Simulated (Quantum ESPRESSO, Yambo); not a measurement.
# Quasiparticle gap of CdF2 (Fm-3m) in Yambo, part 3 of 3

How does a plane-wave GW calculation on CdF2 (Fm-3m) run from the first input to the gap?

Quantum ESPRESSO 7.5 and Yambo 5.3.0; PBE and many-body steps on it, plane waves. Known limits of the many-body steps: not at the basis limit; d shell near the gap, gap tends to lie low; no spin-orbit coupling; coarse k mesh.

So far. Step 3 (Bands along the symmetry lines): The gap is 3.124 eV, −0.019 eV from the run before at this level. Step 4 (Empty states on the mesh, 4×4×4 mesh, 478 bands): On this mesh the gap is 3.124 eV.

## Step 6: Screening and self-energy, 4×4×4 mesh, 478 bands, screening to 353.7 eV

G0W0 replaces the xc potential by the self-energy, built once from these orbitals. Only a window of levels is corrected, while the sums run over the empty bands that the input names.

This step: G0W0 on PBE, plane waves, norm-conserving pseudopotentials.

The input, gw3.in:

```
HF_and_locXC
gw0
dyson
ppa
em1d
rim_cut
RandQpts= 1000000
RandGvec= 1 RL
EXXRLvcs= 94 Ry
VXCRLvcs= 376 Ry
Chimod= "HARTREE"
% BndsRnXp
 1 | 478 |
%
NGsBlkXp= 26 Ry
% LongDrXp
 1 | 1 | 1 |
%
% GbndRnge
 1 | 478 |
%
DysSolver= "n"
ExtendOut
PPAPntXp= 27.21138 eV
% QPkrange
 8 | 8 | 16 | 19 |
 1 | 1 | 16 | 19 |
%
```

Launch:

```bash
$ OMP_NUM_THREADS=1 mpirun -n 4 yambo -F gw3.in -J gw3 -C gw3 > gw3.log
```

Log:

```text
 Yambo, version 5.3.0

 [02] CORE Variables Setup
 =========================

  [... cell, symmetries and grids as in the set-up ...]

  [02.05] Energies & Occupations
  ==============================

  [X] === General ===
  [X] Electronic Temperature                        :  0.000000  0.000000 [eV K]
  [X] Bosonic    Temperature                        :  0.000000  0.000000 [eV K]
  [X] Finite Temperature mode                       : no
  [X] El. density                                   :  0.86947E+24 [cm-3]
  [X] Fermi Level                                   :  6.529887 [eV]

  [X] === Gaps and Widths ===
  [X] Conduction Band Min                           :  3.123994 [eV]
  [X] Valence Band Max                              :  0.000000 [eV]
  [X] Filled Bands                                  :  17
  [X] Empty Bands                                   :    18   478
  [X] Direct Gap                                    :  3.619366 [eV]
  [X] Direct Gap localized at k                     :  1
  [X] Indirect Gap                                  :  3.123994 [eV]
  [X] Indirect Gap between kpts                     :   8   1
  [X] Last valence band width                       :  0.495373 [eV]
  [X] 1st conduction band width                     :  4.976967 [eV]

 [03] Transferred momenta grid and indexing
 ==========================================

 IBZ Q-points                                      :   8
 BZ  Q-points                                      :   64

 K/Q-points units:
 rlu = crystal or reduced units; cc = cartesian coordinates; iku = interal k-units

 Q [1]          [rlu]:  0.000000  0.000000  0.000000
 Q [2]          [rlu]:  0.14198E-16 -0.27435E-16  0.25000
 Q [3]          [rlu]: -0.28396E-16  0.54870E-16 -0.50000
 Q [4]          [rlu]:  0.65886E-17  0.25000      0.25000
 Q [5]          [rlu]: -0.68688E-17  0.25000      0.50000
 Q [6]          [rlu]:  0.27115E-16  0.25000     -0.25000
 Q [7]          [rlu]: -0.13177E-16 -0.50000     -0.50000
 Q [8]          [rlu]:  0.250000 -0.500000 -0.250000

 [04] Coloumb potential Random Integration (RIM)
 ===============================================

  [04.01] RIM initialization
  ==========================

  * Diagonal components only detected *

  8 x (sBL volume)        :  0.117498 [a.u.]
  sBZ random points       :  1000000
  Points outside the sBZ  :   7999624
  RL volume               :  0.939984 [a.u.]
  Integrated volume       :  0.940028 [a.u.]

  [04.02] RIM integrals
  =====================

  Gamma point sphere radius             :  0.088844 [a.u.]
  Points outside the sphere             :   799635
  [Int_sBZ(q=0) 1/q^2]*(Vol_sBZ)^(-1/3) =:  7.763403
                                 should be <:  7.795600

  Summary of Coulomb integrals for non-metallic bands |Q|[au] RIM/Bare

  Q [1] 0.100000E-4 0.995870 * Q [2] 0.267211 1.065611
  Q [4] 0.308548 1.063726 * Q [6] 0.436353 1.025826
  Q [5] 0.511670 1.019349 * Q [3] 0.534422 1.016307
  Q [7] 0.617097 1.012926 * Q [8] 0.689935 1.009939

 [05] Dipoles
 ============

  [05.01] Setup: observables and procedures
  =========================================

 [06] Dynamic Dielectric Matrix (PPA)
 ====================================

 [WR./gw3//ndb.pp]---------------------------------------------------------------
  Brillouin Zone Q/K grids (IBZ/BZ)                :    8   64    8   64
  RL vectors                                       :   4957 [WF]
  Coulomb cutoff potential                         : none
  Electronic Temperature                           :  0.000000 [K]
  Bosonic    Temperature                           :  0.000000 [K]
  PPA    diel. fun.  energies                      : Perdew, Burke & Ernzerhof(X)+Perdew, Burke & Ernzerhof(C)
  wavefunctions                                    : Perdew, Burke & Ernzerhof(X)+Perdew, Burke & Ernzerhof(C)
  Global Gauge                                     : length
  X matrix size                                    :   645
  X band range                                     :     1   478
  X e/h energy range                               : -1.000000 -1.000000 [eV]
  X Time ordering                                  : R
  X Hxc Kernel                                     : HARTREE
  X Drude frequency                                :  0.000000  0.000000
  X poles                                          :  100.0000 [o/o]
  RL vectors in the sum                            :   4957
  [r,Vnl] included                                 : yes
  Field direction                                  :  0.577350E-5  0.577350E-5  0.577350E-5
  BZ energy Double Grid                            : no
  BZ energy DbGd points                            : 0
  BZ Q point size factor                           : -1.000000
  X Optical Averaged directions                    : none

 [07] Local Exchange-Correlation + Non-Local Fock
 ================================================

 [VXC] Plane waves :   32647
 [EXS] Plane waves :   4111

 QP @ state[ 1 ] K range:  1  1
 QP @ state[ 1 ] b range:  16  19
 QP @ state[ 2 ] K range:   8   8
 QP @ state[ 2 ] b range:  16  19

 [xc] Functional : Perdew, Burke & Ernzerhof(X)+Perdew, Burke & Ernzerhof(C)
 [xc] LIBXC used to calculate xc functional
  PP Number of Atomic Species                      :  2
  NLCC RL compoments                               :   32647
  PP Number of Atomic Species                      :  2
  NLCC RL compoments                               :   32647

 [xc] E_xc :  -24.65860 [Ha]
      E_xc :  -49.31721 [Ry]

  Local XC kind (lXC) : Perdew, Burke & Ernzerhof(X)+Perdew, Burke & Ernzerhof(C)
  Non-Local XC kind (nlXC) : Hartree-Fock

  Corrections @ K [1] :  [eV]
 <16|nlXC|16> = -32.28243  0.83992E-17 <16|lXC|16> = -24.99306  0.000000
 <17|nlXC|17> = -32.28237 -0.16456E-16 <17|lXC|17> = -24.99306  0.000000
 <18|nlXC|18> = -7.990550  0.16803E-17 <18|lXC|18> = -12.40280  0.000000
 <19|nlXC|19> = -4.689356 -0.82543E-18 <19|lXC|19> = -10.20232  0.94408E-16

  Corrections @ K [8] :  [eV]
 <16|nlXC|16> = -30.52773  0.14086E-16 <16|lXC|16> = -23.13818  0.18882E-15
 <17|nlXC|17> = -31.53442  0.92918E-17 <17|lXC|17> = -24.39237 -0.11801E-16
 <18|nlXC|18> = -10.76329  0.19865E-17 <18|lXC|18> = -16.75171  0.000000
 <19|nlXC|19> = -6.368119 -0.64711E-18 <19|lXC|19> = -10.95815  0.94408E-16

  [07.01] Hartree-Fock occupations report
  =======================================

  [Hartree-Fock] === General ===
  [Hartree-Fock] Electronic Temperature             :  0.000000  0.000000 [eV K]
  [Hartree-Fock] Bosonic    Temperature             :  0.000000  0.000000 [eV K]
  [Hartree-Fock] Finite Temperature mode            : no
  [Hartree-Fock] El. density                        :  0.86947E+24 [cm-3]
  [Hartree-Fock] Fermi Level                        :  6.529887 [eV]

  [Hartree-Fock] === Gaps and Widths ===
  [Hartree-Fock] Conduction Band Min                :  4.990525 [eV]
  [Hartree-Fock] Valence Band Max                   : -0.088828 [eV]
  [Hartree-Fock] Filled Bands                       :  17
  [Hartree-Fock] Empty Bands                        :    18   478
  [Hartree-Fock] Direct Gap                         :  5.439230 [eV]
  [Hartree-Fock] Direct Gap localized at k          :  2
  [Hartree-Fock] Indirect Gap                       :  5.079353 [eV]
  [Hartree-Fock] Indirect Gap between kpts          :   7   2
  [Hartree-Fock] Last valence band width            :  7.695860 [eV]
  [Hartree-Fock] 1st conduction band width          :  9.098857 [eV]

 [08] Dyson equation: Newton solver
 ==================================

  [08.01] G0W0 (W PPA)
  ====================

  [  GW  ] Bands range     :     1   478
  [GW/PPA] G damping       :  0.100000 [eV]

  QP @ state[ 1 ] K range:  1  1
  QP @ state[ 1 ] b range:  16  19
  QP @ state[ 2 ] K range:   8   8
  QP @ state[ 2 ] b range:  16  19

   Sc/G bands                                       :     1   478
   Sc/G damping                                     :  0.100000 ev
   Sc bands terminator                              : no
   Sx RL components                                 :   4111

   QP @ state[ 1 ] K range                          :  1  1
   QP @ state[ 1 ] b range                          :  16  19
   QP @ state[ 2 ] K range                          :   8   8
   QP @ state[ 2 ] b range                          :  16  19
   GF energies kind                                 : Perdew, Burke & Ernzerhof(X)+Perdew, Burke & Ernzerhof(C)
   GF WF`s kind                                     : Perdew, Burke & Ernzerhof(X)+Perdew, Burke & Ernzerhof(C)
   Xs energies kind                                 : Perdew, Burke & Ernzerhof(X)+Perdew, Burke & Ernzerhof(C)
   Xs WF`s kind                                     : Perdew, Burke & Ernzerhof(X)+Perdew, Burke & Ernzerhof(C)

 [11] Game Over & Game summary
```

Wall time 31 min (4 MPI ranks of Intel Xeon 6975P-C (Granite Rapids), shared host); peak memory 2.8 GiB; 2.1 h of CPU time.

This step gave:

| Item | Value |
| --- | --- |
| G0W0 gap on the points computed | 5.540 eV |
| starting gap on the mesh | 3.124 eV |
| k of the valence top | 0.25, -0.5, -0.25 |
| k of the conduction bottom | 0, 0, 0 |
| least direct G0W0 gap on the computed points | 6.296 eV |
| Z at the valence top | 0.7915 |
| Z at the conduction bottom | 0.8676 |

The gap on the mesh goes from 3.12 eV to 5.54 eV, a correction of +2.42 eV.

Limits: finite bands, cutoff and mesh; d shell near the gap, gap tends to lie low; no spin-orbit coupling; coarse k mesh. v1 is the top filled band, c1 the lowest empty one. Levels before and after the correction, in eV, zero at the valence-band top of each column:

```csv
,conduction bottom,valence top
Kohn-Sham,3.12,0.00
G0W0,5.54,0.00
```

```csv
,level,energy (eV)
Kohn-Sham,Γ v2-v1,-0.495
Kohn-Sham,Γ c1,3.124
Kohn-Sham,Γ c2,12.741
Kohn-Sham,(0.25 -0.5 -0.25) v2,-0.599
Kohn-Sham,(0.25 -0.5 -0.25) v1,0.000
Kohn-Sham,(0.25 -0.5 -0.25) c1,8.101
Kohn-Sham,(0.25 -0.5 -0.25) c2,11.529
G0W0,Γ v2-v1,-0.757
G0W0,Γ c1,5.540
G0W0,Γ c2,15.349
G0W0,(0.25 -0.5 -0.25) v2,-0.604
G0W0,(0.25 -0.5 -0.25) v1,0.000
G0W0,(0.25 -0.5 -0.25) c1,11.411
G0W0,(0.25 -0.5 -0.25) c2,13.985
```

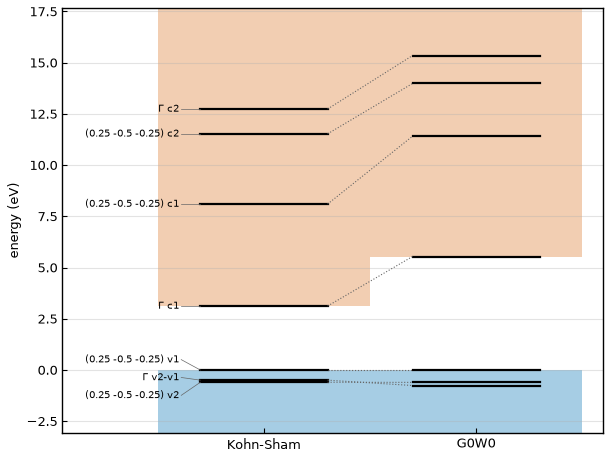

Levels before and after the correction. Shaded: valence and conduction bands.

## Step 7: Where the time went

Times are wall times on the hardware named with each run, good to a factor of about two.

```csv
step,time,share,memory (GiB)
ground state,6.1 s,0 %,0.3
bands along the symmetry lines,4.5 s,0 %,0.27
empty states on the mesh,50 s,3 %,0.99
conversion and set-up,3 s,0 %,0.25
screening and self-energy,31 min,97 %,2.8
```

## Step 8: Summary of results

```
PBE gap              : 3.12 eV, indirect
G0W0 gap on the mesh : 5.54 eV
GW settings          : 4×4×4 mesh, 478 bands, screening to 353.7 eV, Godby-Needs plasmon pole
known limits         : not at the basis limit; d shell near the gap, gap tends to lie low; no spin-orbit coupling; coarse k mesh
```

**Reading.** G0W0 moves the gap on the mesh from 3.12 eV to 5.54 eV (+2.42 eV), with Z of 0.79 and 0.87 at the edges. Only 2 of the mesh's irreducible points were corrected, so a valley elsewhere could overtake. The dearest step here is «screening and self-energy». Bands and cutoff are finite, so the gap is not at the basis limit. The miss can reach some tenths of an eV and take either sign; the mesh is an error of its own. In the G0W0 run levels were corrected at 2 k points alone, so a gap called «on the mesh» is the least over those, and an edge elsewhere would be missed. The 4×4×4 mesh is coarse for this cell, which bears on the long-range parts of exchange and screening. A d shell, filled or nearly so, lies near the gap. One-shot GW converges very slowly in bands there, not always from below, and on a semilocal start the gap tends to come out low; starts rich in exact exchange can overshoot instead. The many-body steps are scalar-relativistic: spin-orbit coupling is not in them.

[Paths, hosts, dates, memory and timing lines, banners, echoed tables and standing remarks are left out of the program output.]

[Logs are printed without paths, hosts, clocks, repeated set-up lines and the standing remarks that a program may print on its own settings, such as how far it seeks lower states.]

[Runs of the session that timed out or met a known fault of the program may be left out.]

[Hosts, paths, dates, database ids (printed as entryN), source tags and the programs' standing remarks are cut or masked in the printed files.]
